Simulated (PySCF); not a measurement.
# C3H9BO3 (trimethyl borate) at 5 levels

We compute a comparison of 5 runs (B3LYP/6-31G*, BHLYP/6-31G*, PBE/6-31G*, SVWN5/6-31G*, r2SCAN/6-31G*) of C3H9BO3 (trimethyl borate). The job is set up through a Python script.

Program for the calculation: PySCF 2.14.0.

**1. The system as given**

C3H9BO3 has 16 atoms, charge 0, and is taken as a singlet. As SMILES, `COB(OC)OC`. The shape is that of a PBE0-D4/def2-TZVP optimisation.

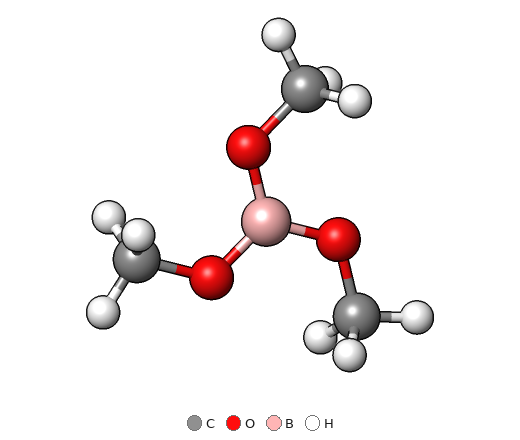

Viewed from a chosen angle; carbon grey, oxygen red, boron pink, hydrogen white.

**2. A single-point energy at B3LYP/6-31G(d) (spherical functions) (run 1)**

File run.py:

```python
from pyscf import gto, dft

mol = gto.Mole()
mol.atom = [
    ('C', (0.495720, -0.646730, -2.262610)),
    ('O', (-0.175840, 0.182850, -1.338690)),
    ('B', (0.000140, 0.000100, 0.000000)),
    ('O', (0.825800, -0.985800, 0.450290)),
    ('C', (1.010960, -1.178550, 1.836440)),
    ('O', (-0.650070, 0.802840, 0.888440)),
    ('C', (-1.506700, 1.825270, 0.426170)),
    ('H', (1.580410, -0.565040, -2.153520)),
    ('H', (0.214930, -1.695090, -2.131270)),
    ('H', (0.211110, -0.322610, -3.263990)),
    ('H', (1.432620, -0.286900, 2.307940)),
    ('H', (0.066710, -1.416360, 2.333400)),
    ('H', (1.702440, -2.011880, 1.963760)),
    ('H', (-0.965900, 2.546210, -0.192620)),
    ('H', (-2.330740, 1.415550, -0.163930)),
    ('H', (-1.911590, 2.336140, 1.300180)),
]
mol.basis = '6-31g*'
mol.verbose = 3
mol.max_memory = 1860
mol.build()

myscf = dft.RKS(mol)
myscf.xc = 'b3lyp'
myscf.conv_tol = 1e-10
myscf.grids.level = 5
myscf.kernel()
if not myscf.converged:
    myscf = myscf.newton().run(myscf.mo_coeff, myscf.mo_occ)

energy = myscf.e_tot
print(f'total energy: {energy:.8f} hartree')
```

Started as:

```console
$ OMP_NUM_THREADS=1 python run.py
```

The program printed:

```text
converged SCF energy = -370.380568588887
total energy: -370.38056859 hartree
```

It took 1.8 min on 1 thread of Intel Xeon at 2.50GHz (Skylake/Cascade Lake), shared host; peak memory 0.66 GiB.

**3. A single-point energy at BHLYP/6-31G(d) (spherical functions) (run 2)**

File job.py:

```python
from pyscf import gto, dft

molecule = gto.Mole()
molecule.atom = '''
C    0.495720  -0.646730  -2.262610
O   -0.175840   0.182850  -1.338690
B    0.000140   0.000100   0.000000
O    0.825800  -0.985800   0.450290
C    1.010960  -1.178550   1.836440
O   -0.650070   0.802840   0.888440
C   -1.506700   1.825270   0.426170
H    1.580410  -0.565040  -2.153520
H    0.214930  -1.695090  -2.131270
H    0.211110  -0.322610  -3.263990
H    1.432620  -0.286900   2.307940
H    0.066710  -1.416360   2.333400
H    1.702440  -2.011880   1.963760
H   -0.965900   2.546210  -0.192620
H   -2.330740   1.415550  -0.163930
H   -1.911590   2.336140   1.300180
'''
molecule.spin = 0
molecule.verbose = 3
molecule.max_memory = 1860
molecule.basis = '6-31g*'
molecule.charge = 0
molecule.build()

myscf = dft.RKS(molecule, xc='bhandhlyp')
myscf.conv_tol = 1e-10
myscf.grids.level = 5
myscf.kernel()
if not myscf.converged:
    myscf = myscf.newton().run(myscf.mo_coeff, myscf.mo_occ)

e_tot = myscf.e_tot
print('E = %.10f Eh' % e_tot)
```

Started as:

```console
$ OMP_NUM_THREADS=1 python job.py
```

The program printed:

```text
converged SCF energy = -370.180471492177
E = -370.1804714922 Eh
```

Run time: 100 s. Hardware: 1 thread of Intel Xeon at 2.50GHz (Skylake/Cascade Lake), shared host; peak memory 0.66 GiB.

Runs 3 to 4 aren't shown in full; the table further down has their settings and results.

**4. A single-point energy at r2SCAN/6-31G(d) (spherical functions) (run 5)**

File run.py:

```python
from pyscf import gto, dft

system = gto.M(
    atom='''
C    0.495720  -0.646730  -2.262610
O   -0.175840   0.182850  -1.338690
B    0.000140   0.000100   0.000000
O    0.825800  -0.985800   0.450290
C    1.010960  -1.178550   1.836440
O   -0.650070   0.802840   0.888440
C   -1.506700   1.825270   0.426170
H    1.580410  -0.565040  -2.153520
H    0.214930  -1.695090  -2.131270
H    0.211110  -0.322610  -3.263990
H    1.432620  -0.286900   2.307940
H    0.066710  -1.416360   2.333400
H    1.702440  -2.011880   1.963760
H   -0.965900   2.546210  -0.192620
H   -2.330740   1.415550  -0.163930
H   -1.911590   2.336140   1.300180
''',
    max_memory=1860,
    basis='6-31g*',
    verbose=4,
    charge=0,
)

ks = dft.RKS(system)
ks.xc = 'r2scan'
ks.conv_tol = 1e-10
ks.grids.level = 5
ks.kernel()
if not ks.converged:
    ks = ks.newton().run(ks.mo_coeff, ks.mo_occ)

e_final = ks.e_tot
print(f'total energy: {e_final:.8f} hartree')
```

Started as:

```console
$ OMP_NUM_THREADS=1 python run.py
```

The program printed:

```text
PySCF version 2.14.0

[... 87 lines left out ...]
converged SCF energy = -370.160753640708
total energy: -370.16075364 hartree
```

Run time: 3 min. Hardware: 1 thread of Intel Xeon at 2.50GHz (Skylake/Cascade Lake), shared host; peak memory 0.71 GiB.

**5. All runs side by side**

```tsv
run	level	energy (Eh)	dipole moment (D)	HOMO energy (eV)	LUMO energy (eV)	wall time
1	B3LYP/6-31G* (spherical functions)	-370.380569	0.00	-7.52	2.39	1.8 min
2	BHLYP/6-31G* (spherical functions)	-370.180471	0.00	-9.39	3.77	100 s
3	PBE/6-31G* (spherical functions)	-369.915167	0.00	-6.15	1.58	2.1 min
4	SVWN5/6-31G* (spherical functions)	-367.348259	0.00	-6.26	1.33	66 s
5	r2SCAN/6-31G* (spherical functions)	-370.160754	0.00	-6.57	2.01	3 min
```

**6. Outcome**

| quantity | value |
| --- | --- |
| run 5: total energy | -370.16075 Eh |
| run 5: dipole moment | 0.00 D |
| run 5: HOMO energy | -6.57 eV |
| run 5: LUMO energy | 2.01 eV |
| run 5: HOMO–LUMO gap | 8.58 eV |

**Reading.** The HOMO–LUMO gap runs from 7.59 eV (SVWN5/6-31G*) to 13.17 eV (BHLYP/6-31G*). Totals of different functionals can't be ranked against each other. All runs together took 9.6 min, the longest 3 min.
